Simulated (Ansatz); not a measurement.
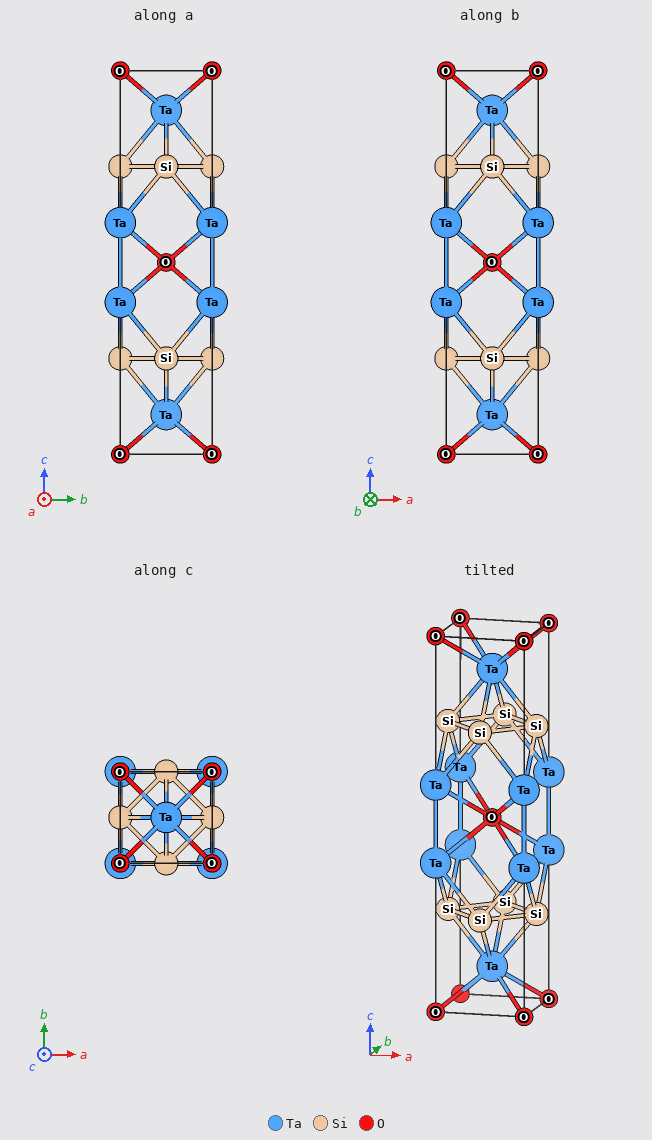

A ball-and-stick rendering, viewed along the a axis, along the b axis, along the c axis and slightly off an axis. The wireframe shows the conventional unit cell.

Lattice parameters: a = 3.2804 Å, b = 3.2804 Å, c = 13.7132 Å, α = 90.000°, β = 90.000°, γ = 90.000°.

**Write down what is shown as a CIF with its space group and independent sites, with free fractional coordinates to two decimals.**

```cif
data_structure
_symmetry_space_group_name_H-M 'I 4/m m m'
_symmetry_Int_Tables_number 139
_cell_length_a 3.2804
_cell_length_b 3.2804
_cell_length_c 13.7132
_cell_angle_alpha 90.000
_cell_angle_beta 90.000
_cell_angle_gamma 90.000
_cell_volume 147.57
loop_
_atom_site_label
_atom_site_type_symbol
_atom_site_symmetry_multiplicity
_atom_site_Wyckoff_symbol
_atom_site_fract_x
_atom_site_fract_y
_atom_site_fract_z
_atom_site_occupancy
Ta1 Ta 4 e 0.00 0.00 0.40 1
Si1 Si 4 d 0.00 0.50 0.25 1
O1 O 2 a 0.00 0.00 0.00 1
```

Origin of the cell: a structure type filled with these elements by a generator (whether the compound takes this form wasn't checked). Earlier steps of the study may have refined or changed the cell and positions. Ansatz was used for an electronic-structure calculation on it.
